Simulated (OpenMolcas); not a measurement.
# One shape, several levels: SiH3 (silyl radical)

Wanted: a comparison of 6 runs (U-r2SCAN/3-21G, UM06-2X/3-21G, UPBE/3-21G, UPBE0/3-21G, USVWN5/3-21G, ROCCSD(T)/3-21G) of SiH3 (silyl radical). 

The results are computed with OpenMolcas 26.06.

1 further run of the same task is left out (it didn't finish).

## Step 1: The system as given

The species is SiH3 (4 atoms), meant as a doublet with charge 0. SMILES: `[SiH3]`. The Si1–H3 distance was set to 2.173 Å, away from the relaxed value. At this shape a bond of the SMILES string is far longer than usual.

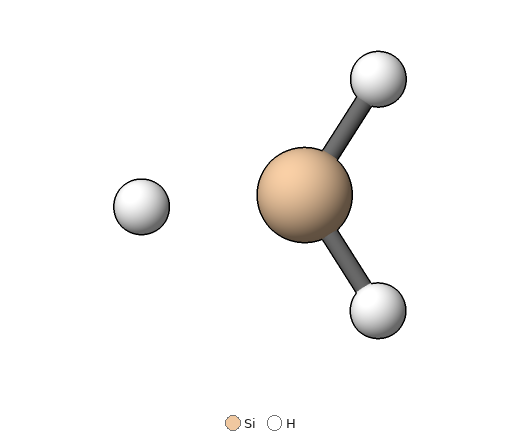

Viewed from a chosen angle; silicon light orange, hydrogen white.

## Step 2: The energy at U-r2SCAN/3-21G (run 1)

Input file struct.xyz:

```xyz
4

Si     0.407332     0.672486    -0.194335
H      0.787882     1.353166     1.026395
H     -0.194960    -1.401590     0.043390
H     -0.397938     1.450096    -1.113185
```

Input file test.input:

```
* H3Si Kohn-Sham DFT
>>> EXPORT MOLCAS_PRINT=2
&GATEWAY
BasLib=$CurrDir
Coord=struct.xyz
Basis=3-21G
Group=NoSym
&SEWARD
GridInput
Grid=UltraFine
End of Grid
&SCF
UHF
Spin=2
KSDFT=2
1.0 MGGA_X_R2SCAN
1.0 MGGA_C_R2SCAN
Thresholds=1e-10 1e-07 1e-07 1e-05
PrOrbitals=1 1
```

The basis set 3-21G is read from a file made from the Basis Set Exchange's data (not shown).

Run with:

```
$ export MOLCAS_MEM=1860
$ pymolcas test.input > test.log
```

The program printed:

```text
--- Start Module: gateway ---
[...]
--- Stop Module: gateway /rc=_RC_ALL_IS_WELL_ ---
--- Start Module: seward ---
[...]
      Basis functions           19
--- Stop Module: seward /rc=_RC_ALL_IS_WELL_ ---
--- Start Module: scf ---
[...]
       Convergence after  14 Iterations
[...]
::    Total KS-DFT energy                            -289.5683894809
[...]
      Total spin, S                                     0.5043764068
[...]
      Total electronic charge=   17.000000
      Total            charge=   -0.000000
[...]
      Dipole Moment (debye):
      Origin of the operator (angstrom)=    0.3739    0.6525   -0.1768
                   X= -6.2177E-04               Y=  8.1904E-01               Z=  3.8453E-02           Total=  8.1994E-01
      Quadrupole Moment (debye*angstrom):
[...]
--- Stop Module: scf /rc=_RC_ALL_IS_WELL_ ---
[...]
```

It took 7.8 s on 1 thread of Arm Neoverse V1, shared host; peak memory 0.37 GiB.

## Step 3: A single-point energy at UM06-2X/3-21G (run 2)

struct.xyz is that of step 2.

Input file test.inp:

```
* H3Si Kohn-Sham DFT
>>> EXPORT MOLCAS_PRINT=2

&GATEWAY
  BasLib
  $CurrDir
  Coord
  struct.xyz
  Basis
  3-21G
  Group
  NoSym

&SEWARD
  GridInput
  Grid=UltraFine
  End of Grid

&SCF
  UHF
  Spin
  2
  KSDFT
  M062X
  Thresholds
  1e-10 1e-07 1e-07 1e-05
  PrOrbitals
  1 1
```

The basis set 3-21G is read from a file made from the Basis Set Exchange's data (not shown).

Run with:

```
$ export MOLCAS_MEM=1860
$ pymolcas test.inp > test.log
```

The program printed:

```text
--- Start Module: gateway ---
[...]
--- Stop Module: gateway /rc=_RC_ALL_IS_WELL_ ---
--- Start Module: seward ---
[...]
      Basis functions           19
--- Stop Module: seward /rc=_RC_ALL_IS_WELL_ ---
--- Start Module: scf ---
[...]
       Convergence after  14 Iterations
[...]
::    Total KS-DFT energy                            -289.5666091728
[...]
      Total spin, S                                     0.5026030579
[...]
      Total electronic charge=   17.000000
      Total            charge=   -0.000000
[...]
      Dipole Moment (debye):
      Origin of the operator (angstrom)=    0.3739    0.6525   -0.1768
                   X=  2.7024E-02               Y=  8.6763E-01               Z=  2.5421E-02           Total=  8.6843E-01
      Quadrupole Moment (debye*angstrom):
[...]
--- Stop Module: scf /rc=_RC_ALL_IS_WELL_ ---
[...]
```

It took 7.8 s on 1 thread of Arm Neoverse V1, shared host; peak memory 0.37 GiB.

Runs 3 to 5 aren't shown in full; the table further down has their settings and results.

## Step 4: The energy at ROCCSD(T)/3-21G (run 6)

struct.xyz is that of step 3.

Input file test.input:

```
* H3Si CCSD(T)

&GATEWAY
  BasLib=$CurrDir
  Coord=struct.xyz
  Basis=3-21G
  Group=NoSym

&SEWARD

&SCF
  UHF
  Spin=2
  Thresholds=1e-10 1e-07 1e-07 1e-05
  PrOrbitals=1 1

&RASSCF
  FileOrb=$Project.UnaOrb
  Spin=2
  Nactel=1 0 0
  Inactive=8
  Ras2=1
  OutOrbitals=Canonical
  OrbListing=Nothing

&MOTRA
  JobIph
  Frozen=5

&CCSDT
  CCT
  Triples=3
  Iterations=80
  Accuracy=1e-08
  Extrapolation=5 4
```

The basis set 3-21G is read from a file made from the Basis Set Exchange's data (not shown).

Run with:

```
$ export MOLCAS_MEM=1860
$ pymolcas test.input > test.log
```

The program printed:

```text
--- Start Module: gateway ---
[...]
--- Stop Module: gateway /rc=_RC_ALL_IS_WELL_ ---
[...]
      Basis functions           19
[...]
       Convergence after 172 Iterations
[...]
::    Total SCF energy                               -289.0117965825
[...]
      Total spin, S                                     0.6339132669
[...]
      Number of active orbitals                  1
[...]
      Spin quantum number                      0.5
[...]
      Active orbitals                            1
[...]
      Number of CSFs                             1
[...]
      Number of root(s) required                 1
[...]
      Convergence after 13 iterations
[...]
      printout of CI-coefficients larger than  0.05 for root  1
      energy=    -289.006873
      conf/sym  1     Coeff  Weight
             1  u   1.00000 1.00000
      Natural orbitals and occupation numbers for root  1
      sym 1:   1.000000
      ************************************************************************************************************************
      *                                                    Final results                                                     *
[...]
::    RASSCF root number  1 Total energy:   -289.00687303
[...]
      Total electronic charge=   17.000000
      Total            charge=   -0.000000
[...]
      Dipole Moment (debye):
      Origin of the operator (angstrom)=    0.3739    0.6525   -0.1768
                   X=  1.6240E-01               Y=  1.0383E+00               Z= -4.1357E-02           Total=  1.0518E+00
      Quadrupole Moment (debye*angstrom):
[...]
--- Start Module: motra ---
[...]
      *** WARNING: Default frozen orbitals is overwritten by user input.
      *** Default values:   2
[...]
--- Stop Module: motra /rc=_RC_ALL_IS_WELL_ ---
--- Start Module: ccsdt ---
[...]
      Convergence after                    18  Iterations
      Total energy (diff) :    -289.09276952      -0.00000000
[...]
 METHOD                       : CCSD+T(CCSD)+<T3(1)WT1>+<T3(1)UT2> = CCSD(T)
[...]
       CCSD     =      -289.0927695153676
[...]
--- Stop Module: ccsdt /rc=_RC_ALL_IS_WELL_ ---
[...]
```

Run time: 6.3 s. Hardware: 1 thread of Arm Neoverse V1, shared host; peak memory 0.37 GiB.

## Step 5: The series

```csv
run,level,integration grid,frozen core orbitals,energy (Eh),dipole moment (D),HOMO energy (eV),LUMO energy (eV),wall time
1,U-r2SCAN/3-21G,UltraFine,–,-289.568389,0.82,-5.54,-3.06,7.8 s
2,UM06-2X/3-21G,UltraFine,–,-289.566609,0.87,-6.92,-2.12,7.8 s
3,UPBE/3-21G,UltraFine,–,-289.456898,0.84,-5.14,-3.47,5.7 s
4,UPBE0/3-21G,UltraFine,–,-289.487309,0.84,-6.23,-2.59,6 s
5,USVWN5/3-21G,UltraFine,–,-288.421322,0.76,-5.03,-3.78,4.2 s
6,ROCCSD(T)/3-21G,–,5,-289.094222,–,–,–,6.3 s
```

## Step 6: Results

```
             quantity          value
  run 6: total energy  -289.09422 Eh
run 6: (T) correction      -1.45 mEh
```

What this shows: Over runs 1, 2, 3, 4, 5 the dipole moment (its size) runs from 0.76 D (USVWN5/3-21G) to 0.87 D (UM06-2X/3-21G). Totals of different functionals can't be ranked against each other. All runs together took 38 s, the longest 7.8 s.
